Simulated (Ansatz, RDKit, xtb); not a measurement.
**C6H3F3: which of the isomers drawn lies lowest?**

Which of a sample of isomers of C6H3F3 is the most stable in the gas at 298.15 K, and what are its properties? The sample is small against all isomers, and the most stable one of this formula need not be in it.

The funnel: GFN2-xTB relaxations, single points with a density functional, relaxations at r2SCAN-D4/def2-SVP, harmonic vibrations (at GFN2-xTB), and a last energy at a higher level. All values are calculated.

**1. Possible bonding patterns**

Isomers were taken from a list of plausible structures; this is a sample, not all of them. That gives 3 candidates.

| label | SMILES | spin |
| --- | --- | --- |
| c019 | C#CC#CCC(F)(F)F | singlet |
| c180 | C#CCC#CC(F)(F)F | singlet |
| c672 | C#CC(C#C)C(F)(F)F | singlet |

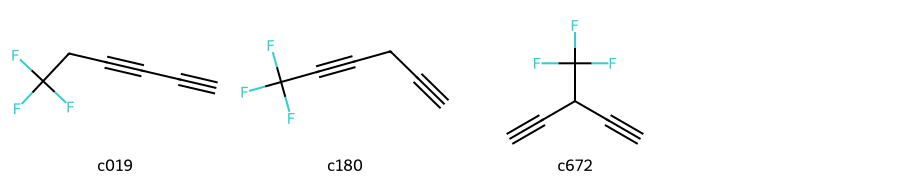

Structural formulas of the candidates.

Candidates are built by distance geometry, with a force field where one applies, in up to four conformers (letters a to d).

**Question.** With final energies at CCSD(T)/def2-SVP + MP2/def2-TZVPP - MP2/def2-SVP, which structure will this search put lowest in free energy, and by what margin?

| quantity | value |
| --- | --- |
| lowest structure found | C#CC#CCC(F)(F)F, singlet |
| next finalist | C#CC(C#C)C(F)(F)F, singlet, 10.8 kcal/mol higher in G |
| share at equilibrium, among the finalists | 100.0 % |

The search ends on `C#CC#CCC(F)(F)F`. The margin of 10.8 kcal/mol over the next finalist is beyond the usual error of the last level; it says nothing of structures that weren't ranked. GFN2-xTB, HF/STO-3G, r2SCAN-D4/def2-SVP, r2SCAN-D4/def2-SVP, relaxed, HF/def2-SVP and MP2/def2-SVP already put its bonding pattern lowest among the structures in one piece. Lowest found is not proven lowest: the search is finite, and each finalist counts with one conformer. Only 3 drawn patterns were tried, so whole families of isomers are missing, and the result ranks this sample alone. The lowest isomer need not be the one that is made and kept in a bottle, which depends on barriers.
